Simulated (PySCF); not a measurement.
# C4H14BFSi2 (SMILES B[SiH2][C@H](CF)C[SiH2]C): what the fields show

Input

```
{"job": {"kind": "nmr", "xc": "PBE0", "basis": "pcSseg-1"}, "charge": 0, "multiplicity": 1}
B     -3.770116    -0.097347     0.212202
Si    -2.171113     0.370845     1.232383
C     -0.653336     0.484311     0.033708
C     -0.701761    -0.651707    -0.970394
F     -0.817520    -1.868124    -0.330242
C      0.665329     0.488893     0.807645
Si     2.233741     0.806324    -0.239219
C      3.215509    -0.804461    -0.454651
H     -4.140655     0.561713    -0.682382
H     -4.391117    -1.060209     0.445076
H     -2.191636     1.697338     1.886061
H     -1.751232    -0.552083     2.301963
H     -0.727812     1.410309    -0.544559
H      0.207823    -0.712787    -1.579200
H     -1.577452    -0.570703    -1.625015
H      0.597244     1.252835     1.583427
H      0.756790    -0.465160     1.329658
H      3.076953     1.803677     0.432559
H      1.860766     1.345164    -1.557906
H      2.625244    -1.583555    -0.929161
H      3.542608    -1.189561     0.507339
H      4.101330    -0.646326    -1.062496
```

Run with:

```sh
OMP_NUM_THREADS=1 python probes_run.py task.json out
```

Geometry: GFN2-xTB.

These are results of PBE0/pcSseg-1, SCF density, gas phase, non-relativistic (PySCF), not measurements.

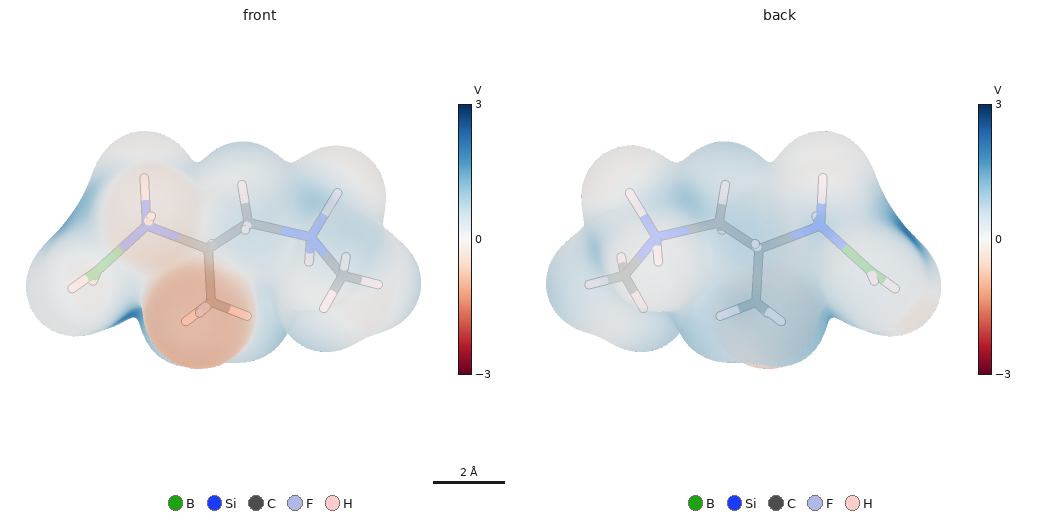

Figure 1. The molecular electrostatic potential painted on the density surface at 0.002 e/bohr³, seen from the front and from behind; red is negative and blue positive.

Where is the surface potential most negative and most positive?

Answer. The most negative region (about −1.0 V, or −23 kcal/mol for a unit charge) lies over F5, the most positive (about +2.0 V, or +46 kcal/mol for a unit charge) over B1.

What dipole moment does the calculation give?

Answer. Its dipole moment is 1.20 D.

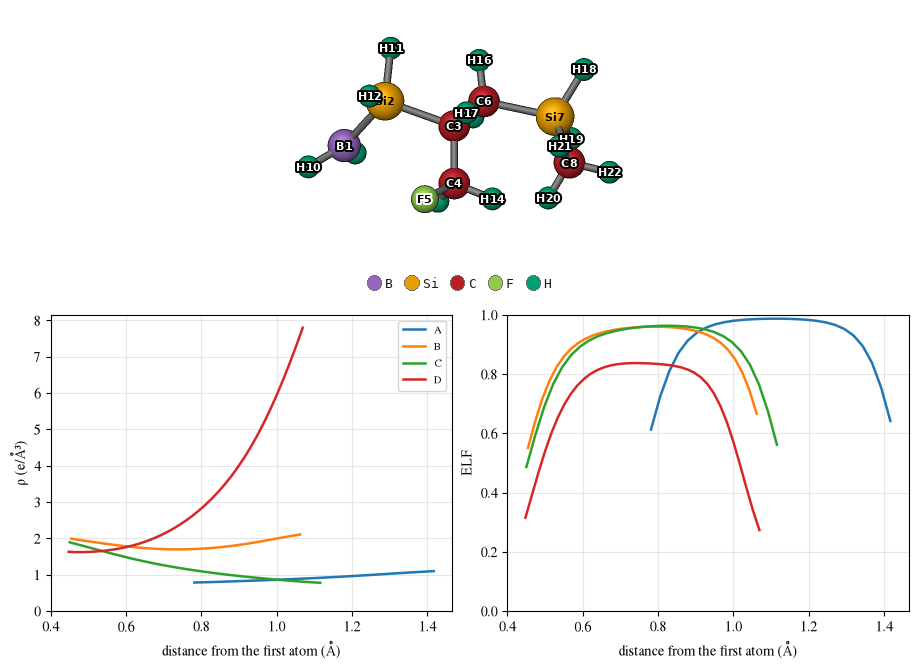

Figure 2. Electron density and electron localisation function along straight lines between neighbouring atoms. The curves leave out the atomic cores. The structure is drawn too.

Which curve belongs to which contact (C–C, C–F, C–Si and Si–B)? The first atom named is at distance zero.

Answer. Curve A: Si–B (1.95 Å): ρ is about 0.85 e/Å³ halfway; the ELF peaks at about 1 between the atoms: a covalent bond. Curve B: C–C (1.52 Å): ρ at the midpoint is about 1.7 e/Å³; the ELF peaks at about 0.95 between the atoms, as expected for localised, covalent bonding. Curve C: C–Si (1.90 Å): ρ is about 0.92 e/Å³ halfway; the ELF peaks at about 0.95 between the atoms: a covalent bond. Curve D: C–F (1.38 Å): the density is about 2.1 e/Å³ at the midpoint, with its minimum of 1.6 e/Å³ about 0.5 Å from C; the ELF peaks at about 0.85 between the atoms: a polar covalent bond.
